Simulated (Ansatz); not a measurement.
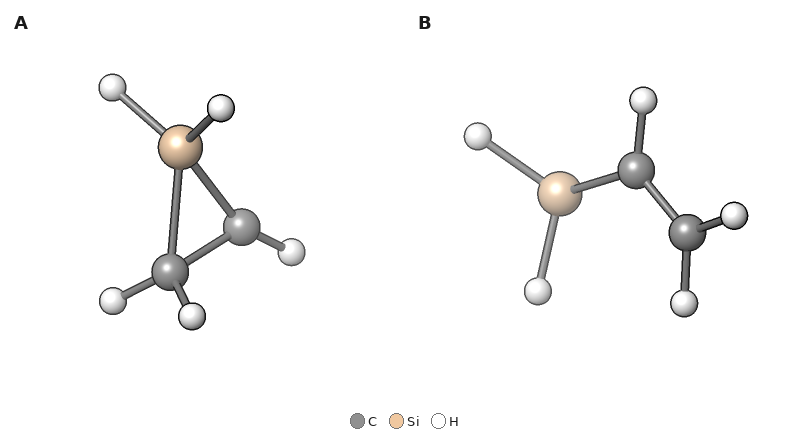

Distant atoms are faded towards the background colour. State: neutral, doublet. The computed structure is the end point of a PBE0-D4/def2-TZVP optimisation. No frequency run is at hand to confirm it as a minimum.

How are A and B related: the same structure turned, mirror images, conformers, diastereomers or constitutional isomers?

Answer. They are constitutional isomers of C2H5Si: A is [CH]1C[SiH2]1, B is [CH2]C=[SiH2]
